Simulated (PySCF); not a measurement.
# La(NO3)3: forces at shaken geometries

How stiff is La(NO3)3? Its atoms are displaced at random by several amounts. The structure is generated, not taken from experiment.

The runs use PySCF 2.14.0; PBE0, La lcecp-1-SVP with ECP46, O def2-SVP, N def2-SVP; scalar-relativistic core potentials, no spin–orbit coupling.

1 further run of the same task is left out (for a known fault of the program).

**1. The system as given**

13 atoms, charge 0, spin multiplicity 1.

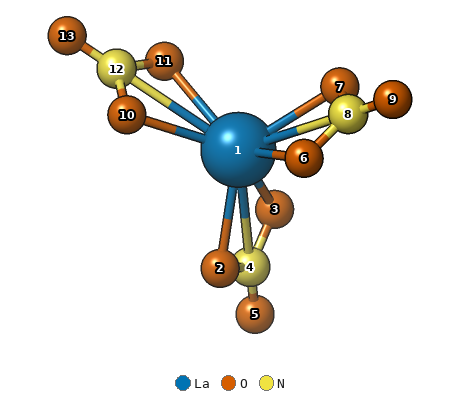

The geometry (lanthanum blue, oxygen orange, nitrogen yellow); atoms are numbered from 1 in the order of the file.

Coordinates:

```xyz
13

La    0.00000    0.00000    0.00000
O     2.21726   -0.12916    1.06420
O     2.21726    0.12912   -1.06420
N     2.91324   -0.00003    0.00000
O     4.09573   -0.00004    0.00000
O    -0.99677    1.98479    1.06420
O    -1.22045    1.85565   -1.06420
N    -1.45659    2.52295    0.00000
O    -2.04783    3.54703    0.00000
O    -1.22049   -1.85562    1.06420
O    -0.99681   -1.98477   -1.06420
N    -1.45664   -2.52292    0.00000
O    -2.04790   -3.54699    0.00000
```

Formal oxidation states: La +3. The 4f shell is empty and lies in the core potential. An earlier session relaxed this geometry at PBE0, La lcecp-1-SVP with ECP46, O def2-SVP, N def2-SVP (singlet, point group D3).

Its energy there is -871.242496 Eh.

**2. Atoms moved at random, σ = 0.06 Å**

The input, run.py (the lines that set the calculation):

```python
mol = gto.M(atom='''
La     0.05401     0.03160     0.02582
O      2.15308    -0.09922     1.03166
O      2.21000     0.10609    -1.10491
N      2.95041     0.09557     0.07686
O      4.08201     0.03966     0.07778
O     -0.91970     1.96606     1.09308
O     -1.24374     1.98807    -1.14101
N     -1.42890     2.47901     0.03059
O     -2.07842     3.63209    -0.01155
O     -1.22725    -1.99324     0.96666
O     -1.03659    -2.11448    -0.98427
N     -1.46550    -2.49902    -0.04383
O     -2.04943    -3.63220    -0.01688''',
    basis={'La': 'lcecp-1-SVP', 'O': 'def2-SVP', 'N': 'def2-SVP'},
    ecp={'La': 'lcecp-1-SVP'},
    charge=0, spin=0)
mf = dft.RKS(mol, xc='PBE0')
mf.grids.atom_grid = (50, 194)  # f atoms: unpruned, at least (60, 302)
mf = mf.density_fit()  # fitting sets: La AutoAux, O def2-universal-JKFIT, N def2-universal-JKFIT
mf.conv_tol = 1e-08; mf.max_cycle = 55
mf.kernel(dm0)  # dm0: the density of the relaxed state
```

On the command line:

```console
OMP_NUM_THREADS=4 python run.py
```

**3. Atoms moved at random, σ = 0.1 Å**

The input, run.py (the lines that set the calculation):

```python
mol = gto.M(atom='''
La    -0.23959    -0.02989    -0.07454
O      2.12689    -0.18534     1.03280
O      2.31328     0.12356    -1.07127
N      2.89532    -0.02927    -0.00106
O      4.16803     0.18424    -0.03387
O     -1.09589     1.99694     1.07406
O     -1.20281     1.85546    -1.02091
N     -1.48509     2.64829    -0.14880
O     -2.06094     3.51377    -0.04001
O     -1.23363    -1.77277     1.09388
O     -0.90195    -2.08283    -1.06761
N     -1.34775    -2.65559     0.15479
O     -1.93586    -3.56656     0.10254''',
    basis={'La': 'lcecp-1-SVP', 'O': 'def2-SVP', 'N': 'def2-SVP'},
    ecp={'La': 'lcecp-1-SVP'},
    charge=0, spin=0)
mf = dft.RKS(mol, xc='PBE0')
mf.grids.atom_grid = (50, 194)  # f atoms: unpruned, at least (60, 302)
mf = mf.density_fit()  # fitting sets: La AutoAux, O def2-universal-JKFIT, N def2-universal-JKFIT
mf.conv_tol = 1e-08; mf.max_cycle = 55
mf.kernel(dm0)  # dm0: the density of the relaxed state
```

**4. Atoms moved at random, σ = 0.06 Å**

The input, run.py (the lines that set the calculation):

```python
mol = gto.M(atom='''
La    -0.03304    -0.05316    -0.04779
O      2.21860    -0.12169     1.04846
O      2.21323     0.12496    -1.06419
N      2.86228    -0.01654    -0.06080
O      4.04042     0.06610     0.03456
O     -0.97092     1.95696     1.15231
O     -1.19386     1.79166    -1.07796
N     -1.38739     2.49120    -0.03426
O     -2.00533     3.56625     0.00222
O     -1.30328    -1.88255     1.12586
O     -1.06311    -1.91151    -1.10638
N     -1.42071    -2.54245     0.04115
O     -1.95689    -3.46923    -0.01317''',
    basis={'La': 'lcecp-1-SVP', 'O': 'def2-SVP', 'N': 'def2-SVP'},
    ecp={'La': 'lcecp-1-SVP'},
    charge=0, spin=0)
mf = dft.RKS(mol, xc='PBE0')
mf.grids.atom_grid = (50, 194)  # f atoms: unpruned, at least (60, 302)
mf = mf.density_fit()  # fitting sets: La AutoAux, O def2-universal-JKFIT, N def2-universal-JKFIT
mf.conv_tol = 1e-08; mf.max_cycle = 55
mf.kernel(dm0)  # dm0: the density of the relaxed state
```

Before running it: what results should come out? Wanted: for each run, σ; energy rise; harmonic estimate −½ F·u; largest force component.

As calculated:

| σ (Å) | energy rise (eV) | harmonic estimate −½ F·u (eV) | largest force component (eV/Å) |
| --- | --- | --- | --- |
| 0.06 | 3.543 | 3.722 | 14.79 |
| 0.1 | 3.996 | 4.018 | 16.85 |
| 0.06 | 1.616 | 1.683 | 12.96 |

Every displacement raises the energy. For a harmonic well the rise equals −½ F·u; the two differ by at most 5 % here (a move with σ = 0.06 Å), from anharmonicity, the grid and the small forces left at the relaxed point. These are double-zeta-type bases without diffuse functions. Spin–orbit coupling is left out.
